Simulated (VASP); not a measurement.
Data:

```
CELL_PARAMETERS angstrom
      0.00000     3.02285     3.02285
      3.02285     0.00000     3.02285
      3.02285     3.02285     0.00000
ATOMIC_POSITIONS crystal
  Ca 0.00000 0.00000 0.00000
  Se 0.50000 0.50000 0.50000
```

Computed with RPBE GGA, VASP's PBE PAW potentials (set 64) (plane waves; VASP 6.6.1). Run with 520 eV cut-off, 9×9×9 Γ-centred mesh, tetrahedra with Blöchl corrections, potentials Ca_sv Se.

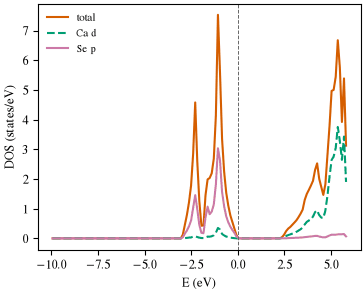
Figure: Total and projected density of states, zero at the valence-band maximum

Within 2 eV below the valence-band maximum the largest weight inside VASP's projection spheres is Se p.

It has a band gap.

The compound is CaSe in the rock salt structure. It was relaxed first, which changed the volume by +7 %.
